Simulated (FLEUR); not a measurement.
Band structure of Ti6PtAu (Pm-3, 8 atoms in the cell).

```
Ti6PtAu
1.0
    5.05615     0.00000     0.00000
    0.00000     5.05615     0.00000
    0.00000     0.00000     5.05615
Ti Pt Au
6 1 1
Direct
  0.00000   0.50000   0.75355
  0.00000   0.50000   0.24645
  0.75355   0.00000   0.50000
  0.24645   0.00000   0.50000
  0.50000   0.75355   0.00000
  0.50000   0.24645   0.00000
  0.00000   0.00000   0.00000
  0.50000   0.50000   0.50000
```

Computed with LDA (Perdew-Zunger), all-electron FLAPW (FLEUR), scalar-relativistic valence run with FLEUR.

Settings: Kmax = 3.8 1/bohr; GmaxXC = 15.2 1/bohr; xcFunctional = pz; jspins = 1; l_soc = F; mode = hist; fermiSmearingEnergy = 0.00499791 Htr; mesh (inpgen div1-3) = 5 5 5; inpgen gamma flag = false; Gmax = 15.2 1/bohr; numbands = 0; maxIterBroyd = 99; imix = Anderson; alpha = 0.05.

The starting cell comes from a database of computed structures (which also holds hypothetical and non-ambient phases and stackings), without a prior relaxation at this level. Spin-orbit coupling is off. Spin polarisation is off. Values depend on the basis (sphere radii, cutoffs, local orbitals), which need not be converged.

These are the values that this program gave, and no reference: the default basis lacks the next d shell.

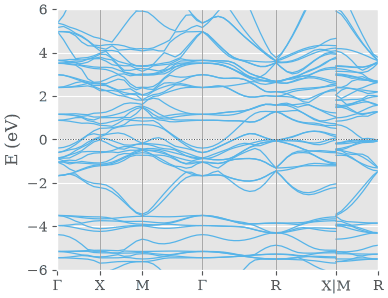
Fig. 1. Bands along the path, energies from the Fermi level.

Levels in eV from the Fermi level, bands 50 to 57:
```
point     50     51     52     53     54     55    56    57
-----  -----  -----  -----  -----  -----  -----  ----  ----
Γ      -0.86  -0.86  -0.86  -0.61  -0.61  -0.40  0.88  0.88
X      -0.56  -0.02   0.07   0.12   0.20   0.51  0.65  0.72
M      -0.44  -0.21  -0.18  -0.18   0.68   0.84  1.00  1.47
R      -0.06  -0.06  -0.05  -0.05  -0.05   1.28  1.28  1.28
```
